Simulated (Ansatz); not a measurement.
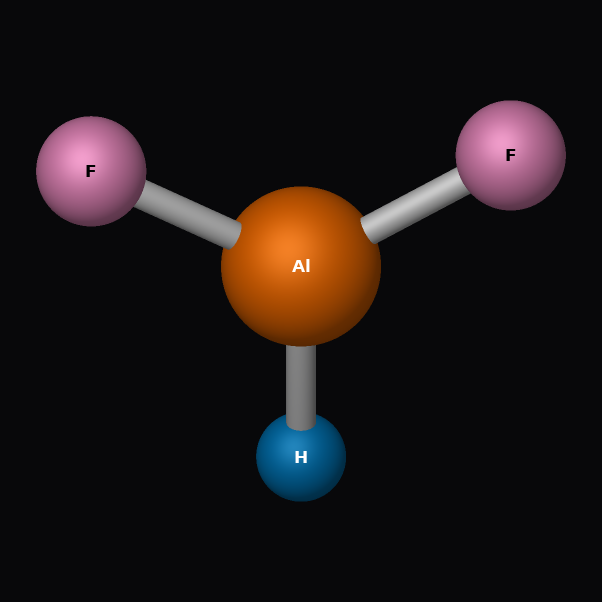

A ball-and-stick model of a molecule.

The computed structure is the end point of a PBE0-D4/def2-TZVP optimisation.

Give the formula.

AlF₂H, 4 atoms: 1 aluminium, 2 fluorine and 1 hydrogen.

What is the point group of this geometry?

C2v.

How many atoms are distinct by symmetry?

3: 1 Al, 1 H, 2 F.

The parts below concern this one geometry. Atoms keep their numbers from picture to picture.

### Shape

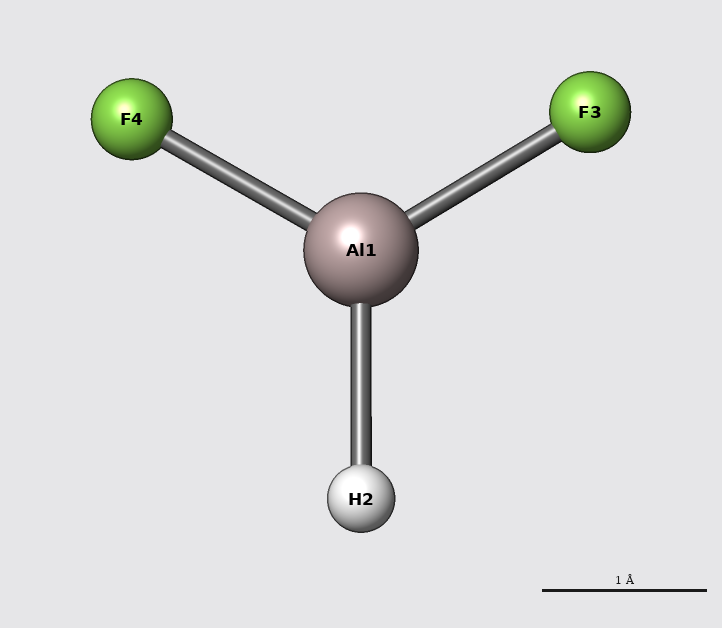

The atoms are numbered.

What are the angles H2–Al1–F3, F3–Al1–F4?

```csv
angle,degrees
H2–Al1–F3,121.0
F3–Al1–F4,118.0
```

### Dipole moment

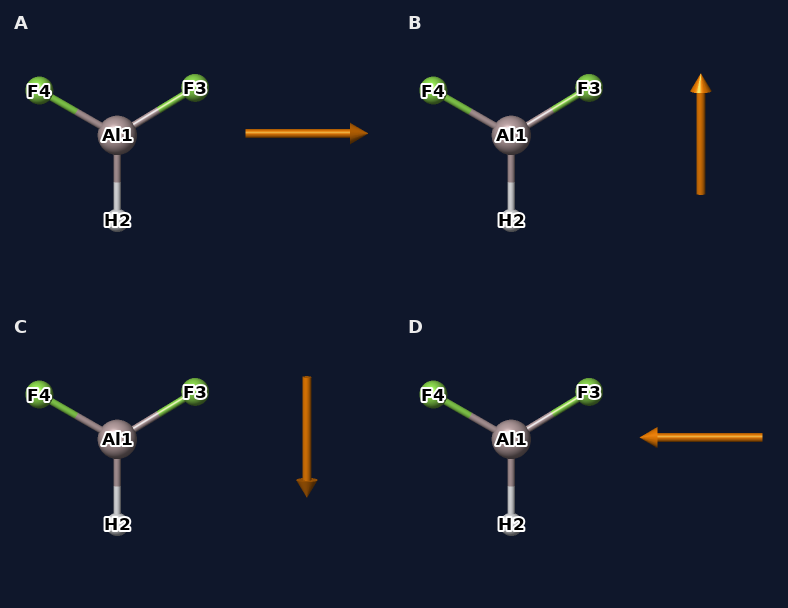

The same molecule four times, each with an arrow. Properties computed with RKS PBE0-D4/def2-TZVP (Ansatz 0.2.0).

Which arrow points along the dipole moment, from the negative to the positive end?

C. The dipole moment is 1.36 D; it points from the side of F3, F4 to the side of H2 (the outermost atoms at the two ends).

### Charges

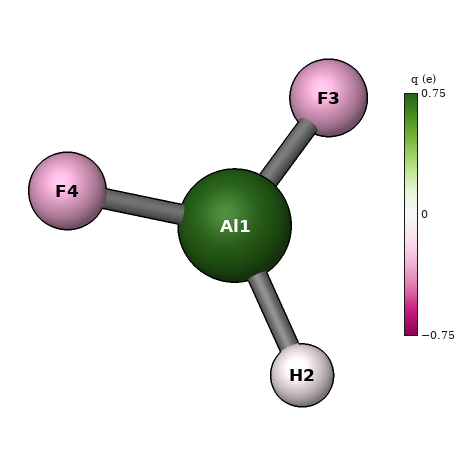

Atoms are coloured by their Mulliken charges. Properties computed with RKS PBE0-D4/def2-TZVP (Ansatz 0.2.0).

List the Mulliken charges.

```csv
atom,value (e)
Al1,0.74
H2,−0.07
F3,−0.34
F4,−0.34
```

### Thermal motion

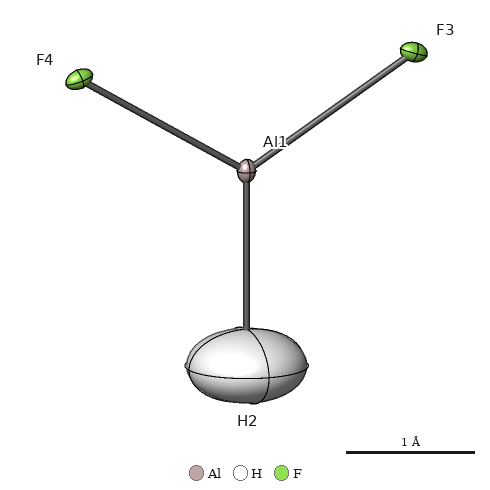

Displacement ellipsoids at the 50 % level, enlarged 2 times, from the internal vibrations of the free molecule (harmonic, no overall translation or rotation; no half-axis is drawn under 0.075 Å). Vibrations computed with RKS PBE0-D4/def2-TZVP (Ansatz 0.2.0). Temperature: 0 K (zero-point motion alone).

Which atom has the largest mean-square displacement?

H2, with U_eq = 0.0191 Å².

Does H2 move more along its bond or across it?

Across it: the root-mean-square amplitude is 0.094 Å along the bond and up to 0.156 Å across, since bending and torsion are softer than stretching.

Give the displacement parameters, one line for each set of equivalent atoms.

```json
{"atom": "Al1", "U_eq (Å²)": "0.00051", "rms amplitudes (Å)": "0.017, 0.019, 0.030"}
{"atom": "H2", "U_eq (Å²)": "0.0191", "rms amplitudes (Å)": "0.094, 0.155, 0.156"}
{"atom": "F3, F4", "U_eq (Å²)": "0.00064", "rms amplitudes (Å)": "0.008, 0.022, 0.037"}
```

Mulliken values depend strongly on the basis set and can even reverse the polarity of a bond.
